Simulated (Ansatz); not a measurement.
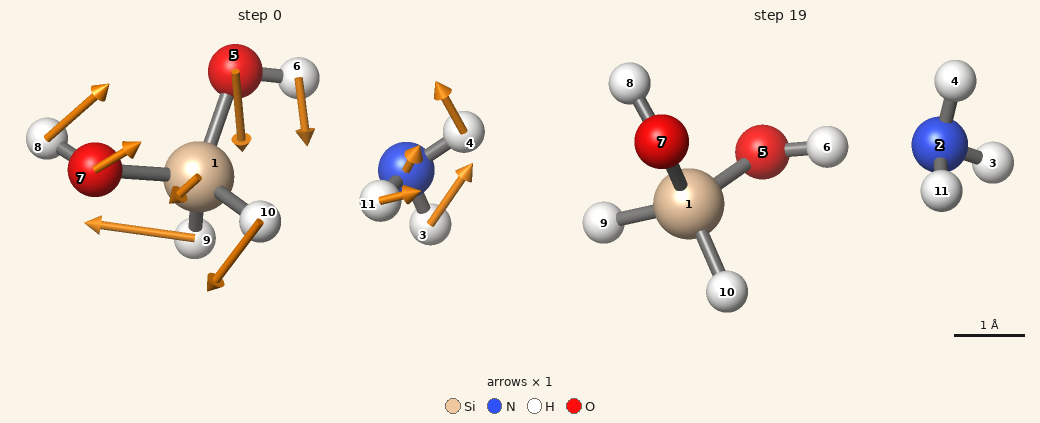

The structure of SiNH₇O₂ before (left) and after (right) a relaxation, at one scale. The orange arrows give the displacements, at their true length.

Style: ball-and-stick. Shown at a tilt.

The run prepares an end point of a later path (reaction) calculation, from a guessed geometry.

Theory: RKS B3LYP-D4/6-31G* (Ansatz). Set-up: no spin polarisation; force threshold 0.03 eV/Å; at most 50 steps.

> Summarise the run.

After 19 geometry steps the energy has fallen by 33.6 kJ/mol. Largest force component: 0.9 eV/Å at the start, 0.025 eV/Å at the end. H9 moves most after the best rigid fit: 1.60 Å. Largest moves by element: H 1.60 Å, O 1.51 Å, Si 0.68 Å, N 0.54 Å. Some distances before and after: N2–H11 1.043 → 1.019 Å, Si1–H10 1.472 → 1.489 Å, Si1–O7 1.658 → 1.672 Å, N2–H3 1.029 → 1.019 Å. Among the angles between lasting bonds that change: Si1–O5–H6 107.4° → 114.1°, O5–Si1–H9 110.5° → 105.7°, O5–Si1–O7 109.7° → 114.4°. Groups turn about Si1–O5 by about 110°.
